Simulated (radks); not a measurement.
**Atomic calculation for Bi**

System: Bi, configuration [Hg] 6p3.
Method: Dirac Kohn-Sham, PBE, spin-unpolarised, spherical densities, finite nucleus (radks).

### Input file
```
Z 83
configuration [Hg] 6p3
relativity Dirac
functional pbe,pbe
spin unpolarised
j_filling energy
nucleus finite rms 5.5211 fm
c 137.035999084
mesh_end 20
max_iterations 96
```

Energies in input and log are in hartree, lengths in bohr (the nuclear radius in fm).

Hardware: 1 thread of Arm Neoverse V1, 23 GiB of memory available, shared host.

Launched within a batch (the task file carries these settings):
```bash
python <driver script> task.json out
```

### Log
```
1s1/2   1   2.0000       -3323.98953964
2s1/2   1   2.0000        -596.71416527
2p1/2   1   2.0000        -573.58878878
2p3/2   1   4.0000        -488.35263642
3s1/2   1   2.0000        -143.99739037
3p1/2   1   2.0000        -133.48347156
3p3/2   1   4.0000        -114.39944782
3d3/2   1   4.0000         -97.06995825
3d5/2   1   6.0000         -93.02345444
4s1/2   1   2.0000         -33.02182924
4p1/2   1   2.0000         -28.43753070
4p3/2   1   4.0000         -23.73473454
4d3/2   1   4.0000         -16.25408781
4d5/2   1   6.0000         -15.37617747
4f5/2   1   6.0000          -5.66956008
4f7/2   1   8.0000          -5.46780185
5s1/2   1   2.0000          -5.74343823
5p1/2   1   2.0000          -4.15290612
5p3/2   1   4.0000          -3.24765758
5d3/2   1   4.0000          -1.02859791
5d5/2   1   6.0000          -0.91871540
6s1/2   1   2.0000          -0.50861618
6p1/2   1   2.0000          -0.20432996
6p3/2   1   1.0000          -0.13635123
Etot -21574.940306804085
Ekin 25199.872632242077
Encl -54676.47565489869
Eh 8300.21312369686
Exc -398.55040784433186
err 1.426426412481587e-08
it 14
```

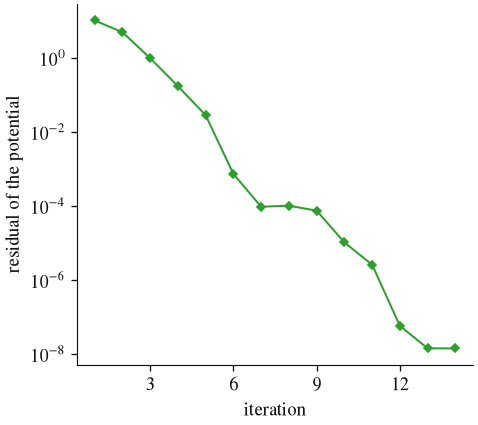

**Figure 1.** Convergence: residual of the potential against the iteration. The residual falls almost steadily, with no more than small rises or pauses. It goes from 10 to 1.4×10⁻⁸ in 14 steps.

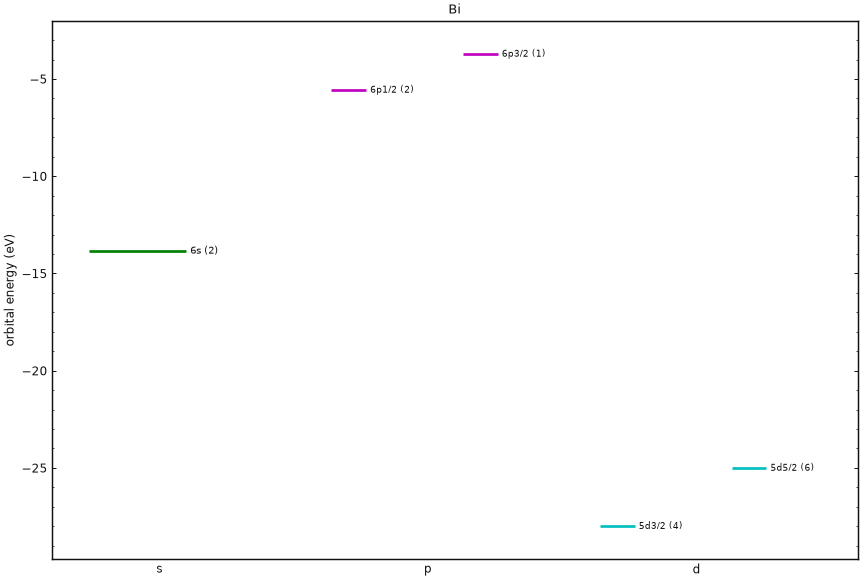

**Figure 2.** The outer levels are drawn by angular momentum (occupations in brackets, the lower j at the left of each column). They are the filled levels of this odd run. The highest occupied level is 6p3/2 at −3.71 eV. From the top down the occupied levels run 6p3/2 (−3.71 eV), 6p1/2 (−5.56 eV), 6s (−13.8 eV), 5d5/2 (−25.0 eV), 5d3/2 (−28.0 eV). Spin-orbit splittings: 6p 1.85 eV, 5d 2.99 eV.

### Outcome

```tsv
quantity	value
outcome	converged
total energy	−21574.9403 hartree
kinetic energy	25199.8726 hartree
electron–nucleus energy	−54676.4757 hartree
Hartree energy	8300.2131 hartree
exchange–correlation energy	−398.550408 hartree
radius at density 0.001 e/bohr³	4.70 bohr
SCF iterations	14
```

### What is odd here

A numerical setting was moved from its usual value: mesh end rmax = 20. The program ran to the end, and its total energy equals that of the same run with the usual input (−21574.94031 hartree) within 10⁻⁵ hartree, so the oddity leaves no trace in it.
